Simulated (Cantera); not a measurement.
A closed system holds: 1 mol C2H6, 2 mol H2, 0.039 mol CO2, held at 1 atm.

These are equilibrium values from Cantera (NASA tables, ideal gas, pure condensed phases), not measurements of a reactor. Candidate condensed phases: C, C6H6, C7H8, C8H18, H2O; 110 gas species. The numbers say what is thermodynamically allowed, not how fast it happens.

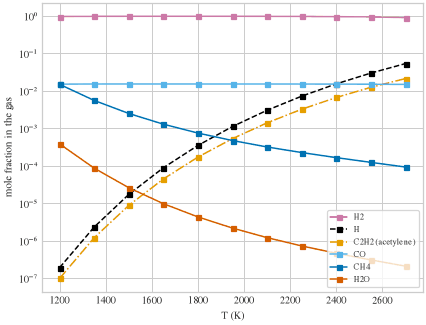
Figure: Equilibrium gas composition (values under 1e-9 drawn at 1e-9)

From 1200 K to 2700 K the condensed part is C(graphite). The main C-bearing gas is CO at 1200 K and C2H2 (acetylene) at 2700 K. The share of C in condensed phases is highest at 1800 K (95.9 %) and lowest at 2700 K (84.8 %).
